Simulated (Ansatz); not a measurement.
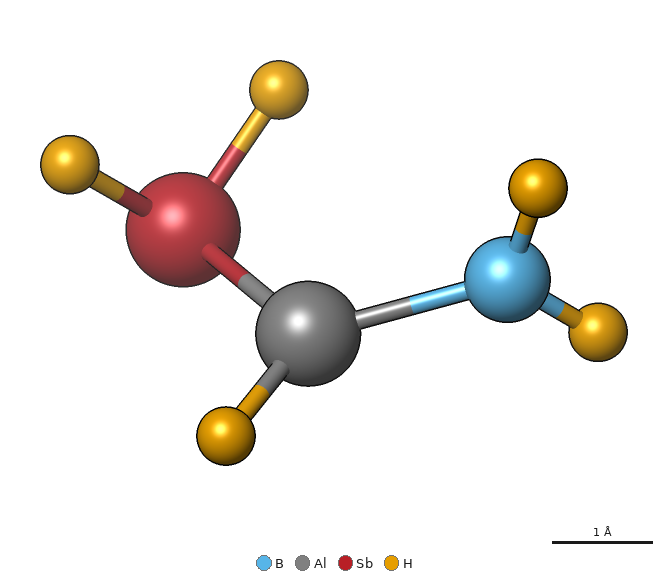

The structure as it stands in the input.

Input file:

```yaml
crystal:
  periodic: [false, false, false]
  atoms:
    - {symbol: B, position_ang: [-1.089747, 1.104861, -1.004426]}
    - {symbol: Al, position_ang: [0.739980, 0.542541, -0.133817]}
    - {symbol: Sb, position_ang: [1.070509, -2.012502, 0.535087]}
    - {symbol: H, position_ang: [-1.318519, 0.970638, -2.174868]}
    - {symbol: H, position_ang: [-2.010905, 1.510912, -0.351685]}
    - {symbol: H, position_ang: [1.977238, 1.512080, 0.122296]}
    - {symbol: H, position_ang: [1.330347, -1.490660, 2.143414]}
    - {symbol: H, position_ang: [-0.606802, -2.194972, 0.808200]}
basis:
  gaussian: {orbitals: STO-3G, point_charges: [{charge: 2.00, position_ang: [4.794, 0.827, 0.265]}]}
hamiltonian: {xc: {name: B2PLYP}}
scf: {lower_state_search: full}
output: {forces: true}
```

Command:

```sh
ansatz run in.yaml --threads 2 --pin off --events-out ev --progress --plain --max-ram 4352MiB
```

What the program printed:

```
Functional definition: B2PLYP
  name "B2PLYP"
  cite "Grimme, J. Chem. Phys. 124, 034108 (2006) doi:10.1063/1.2148954"
  cite "Becke, Phys. Rev. A 38, 3098 (1988) doi:10.1103/PhysRevA.38.3098"
  cite "Lee, Yang & Parr, Phys. Rev. B 37, 785 (1988) doi:10.1103/PhysRevB.37.785"
  parameter a = 0.53
  parameter c = 0.27
  exchange = (1 - a)*b88_x + a*exact_x
  correlation = (1 - c)*lyp_c + c*(mp2_os + mp2_ss)
497 factors; integrals over basis functions are off by at most 8.1e-5 eV
mean field evaluation 1: about -177409.8583 eV, gradient 1.7e1 eV
mean field evaluation 2: about -177409.8255 eV, gradient 1.7e1 eV
mean field evaluation 4: about -177411.2773 eV, gradient 7.8e-1 eV
mean field evaluation 8: about -177411.2809 eV, gradient 6.2e-3 eV
mean field -177411.28094799 eV, -6519.7443211534 hartree, gradient 6.9e-6 eV, S^2 0.000000; 0 other end points of the search recorded, 0 dependent functions left out
24 core orbitals not correlated: weight in the atoms' cores, before any rotation towards them, 0.999 or more for the frozen orbitals, at most 0.000 for the correlated occupied ones
reference -177411.28107819 eV, -6519.7443259382 hartree; 13, 13 occupied and 9, 9 virtual orbitals, 497 factors
second order -3.21993620 eV of doubles, -0.00000000 eV of singles
the calculation of the forces begins
mean field evaluation 16: about -177411.2809 eV, gradient 6.9e-6 eV
Total energy: -177412.15046097 eV, -6519.7762751659 hartree
Atom 0 at    -1.089747     1.104861    -1.004426 Å, force     0.355561     0.033785     0.133430 eV/Å
Atom 1 at     0.739980     0.542541    -0.133817 Å, force    -0.935666     0.057837    -0.187278 eV/Å
Atom 2 at     1.070509    -2.012502     0.535087 Å, force    -0.818094     1.719708     0.964696 eV/Å
Atom 3 at    -1.318519     0.970638    -2.174868 Å, force     0.296327     0.052912     0.724303 eV/Å
Atom 4 at    -2.010905     1.510912    -0.351685 Å, force     0.672216    -0.264951    -0.301842 eV/Å
Atom 5 at     1.977238     1.512080     0.122296 Å, force    -0.214869    -1.212649    -0.268361 eV/Å
Atom 6 at     1.330347    -1.490660     2.143414 Å, force    -0.025620    -0.402703    -0.795268 eV/Å
Atom 7 at    -0.606802    -2.194972     0.808200 Å, force     1.054576    -0.085537    -0.296147 eV/Å
Dipole moment:    -0.548148     0.170317    -0.018080 e Å
```

The calculation finished and met its thresholds.
